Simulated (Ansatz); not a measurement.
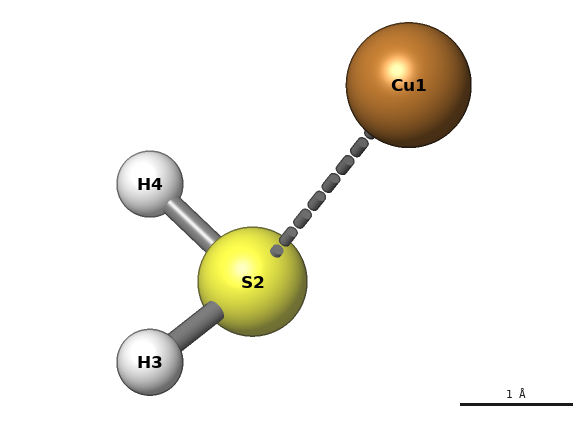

Two molecules or ions; the broken line marks their closest contact (measured against van der Waals radii). Charge +1, singlet. Geometry: a pair of rigid molecules at a changed separation. Program: Ansatz 0.2.0.

> Which two species are they?

Cu and H2S (`S.[Cu+]`).

> How long is the contact?

Cu1···S2 is 3.31 Å.

Give the counterpoise-corrected interaction energy (kcal/mol, monomers kept as in the pair) with ωB97M-V/def2-TZVPPD.

```json
{"level": "ωB97M-V/def2-TZVPPD", "interaction energy (kcal/mol)": "−20.1"}
```
